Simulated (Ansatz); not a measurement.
Single-point calculation, with input and output: SiH3OF3

- system: SiH3OF3
- method: RKS PBE0-D4/def2-TZVPP (Ansatz 0.2.0)

The geometry is the reactant side of a reaction. The reaction was set up to form Si1–O7 and H2–H6 and to break Si1–H2 and H6–O7 (atoms counted from 1 in the order of the input); sticks are drawn by distance alone. The geometry comes from this level: PBE0-D4/def2-TZVP.

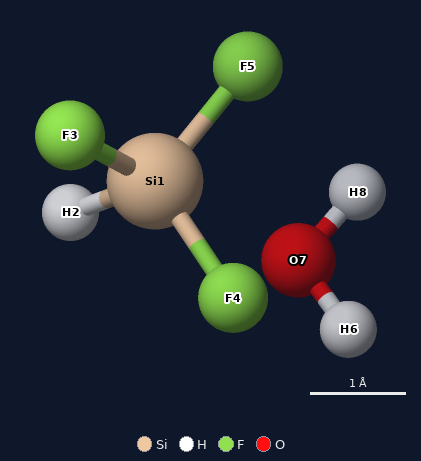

Figure 1. The input geometry (ball-and-stick view, seen at a tilt; atoms are numbered from 1 in the order of the input). Bond lengths as drawn: F–Si 1.58 Å, H–O 0.96 Å and H–Si 1.46 Å.

Results in brief:

```csv
quantity,value
outcome,converged
total energy,−18121.6740 eV
mean-field energy,−18121.5682 eV
dispersion energy,−0.1058 eV
SCF solution under orbital rotations,stable
HOMO,−9.68 eV
LUMO,0.46 eV
hardware,"4 threads of Arm Neoverse V1, 23 GiB of memory available, shared host"
wall time,1.6 s (CPU time 6 s)
peak memory,0.45 GiB
```

Input:
```yaml
crystal:
  periodic: [false, false, false]
  atoms:
    - {symbol: Si, position_ang: [-0.916658, 0.265048, -0.449625]}
    - {symbol: H, position_ang: [-0.557968, -0.879297, -1.275831]}
    - {symbol: F, position_ang: [-2.301008, 0.825141, -0.974520]}
    - {symbol: F, position_ang: [-1.166902, -0.086650, 1.070760]}
    - {symbol: F, position_ang: [0.085515, 1.482315, -0.558427]}
    - {symbol: H, position_ang: [1.326291, -0.908970, 1.360179]}
    - {symbol: O, position_ang: [1.465423, -0.724073, 0.427393]}
    - {symbol: H, position_ang: [2.065307, 0.026286, 0.400070]}
basis:
  gaussian: {orbitals: def2-TZVPP}
hamiltonian: {xc: pbe0, dispersion: d4}
output: {orbitals: {seedname: orbitals}}
```

Command:
```bash
ansatz run in.yaml --threads 4 --pin off --events-out ev --progress --plain --max-ram 9574MiB
```

What the program printed:
```
Functional definition: PBE0
  name "PBE0"
  cite "Adamo & Barone, J. Chem. Phys. 110, 6158 (1999) doi:10.1063/1.478522"
  cite "Perdew, Burke & Ernzerhof, Phys. Rev. Lett. 77, 3865 (1996) doi:10.1103/PhysRevLett.77.3865"
  parent pbe
  parameter a = 0.25
  parameter kappa = 0.804
  parameter beta = 0.06672455060314922
  exchange = (1 - a)*pbe_x(kappa = kappa, mu = beta*pi^2/3) + a*exact_x
  correlation = pbe_c(beta = beta)
1087 factors; their error is unknown
mean field evaluation 1: about -18114.9108 eV, gradient 6.9e1 eV
mean field evaluation 2: about -18107.3002 eV, gradient 9.9e1 eV
mean field evaluation 4: about -18121.5089 eV, gradient 2.3e0 eV
mean field evaluation 8: about -18121.5682 eV, gradient 2.4e-2 eV
mean field -18121.56819401 eV, -665.9553478898 hartree, gradient 7.6e-5 eV, S^2 0.000000; 0 other end points of the search recorded, 0 dependent functions left out
reference -18121.56821934 eV, -665.9553488207 hartree; 26, 26 occupied and 182, 182 virtual orbitals, 1087 factors
Total energy: -18121.67404721 eV, -665.9592379232 hartree
```

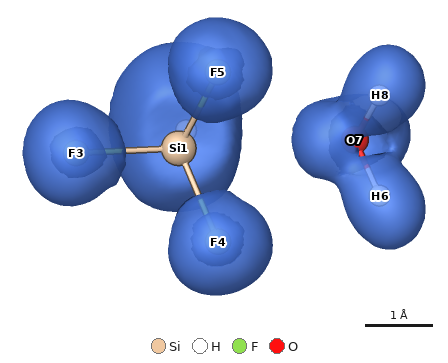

Figure 2. Isosurface of the ELF at 0.75 (blue), seen at a tilt. Only the valence region is drawn (cores and ρ < 0.01 e/Å³ removed). Along the contacts the grid gives the following. Si1···O7 (2.72 Å): the ELF is only about 0.10 between them. Si–F (1.58 Å): the ELF peaks at about 0.90 between the atoms.

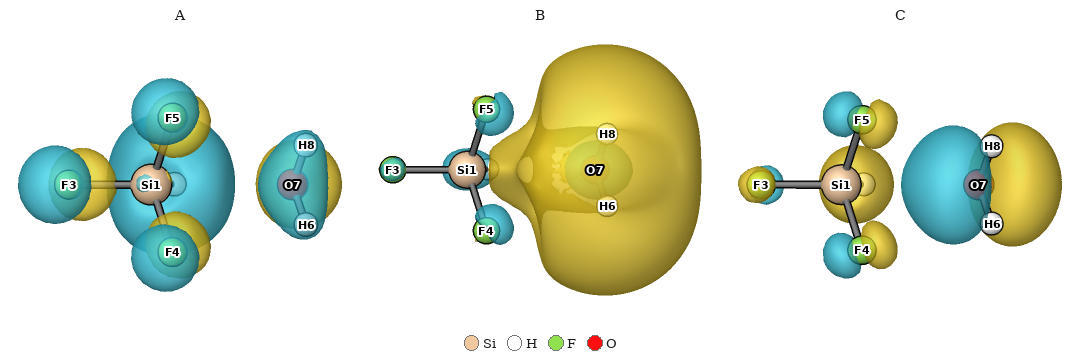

Figure 3. Three frontier orbitals at ±0.08 Å⁻³ᐟ² (yellow and cyan are the two phases). A is the HOMO−1 (−10.67 eV). By Hirshfeld shares it lies mainly on H2 (30 %), Si1 (25 %), F3 (10 %) and O7 (10 %). C is the HOMO (−9.68 eV). B is the LUMO (0.46 eV). By Hirshfeld shares it lies mainly on H6 (30 %), H8 (30 %), O7 (20 %) and Si1 (10 %). The HOMO–LUMO gap is 10.14 eV between the orbital energies.

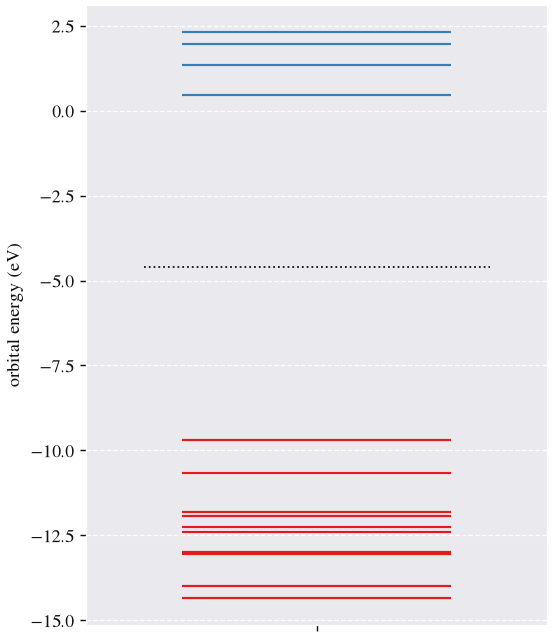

Figure 4. Orbital energies near the frontier; the dotted line parts filled from empty levels, and levels within 0.02 eV of each other stand side by side. Highest filled −9.68 eV, lowest empty 0.46 eV, 10.14 eV apart.
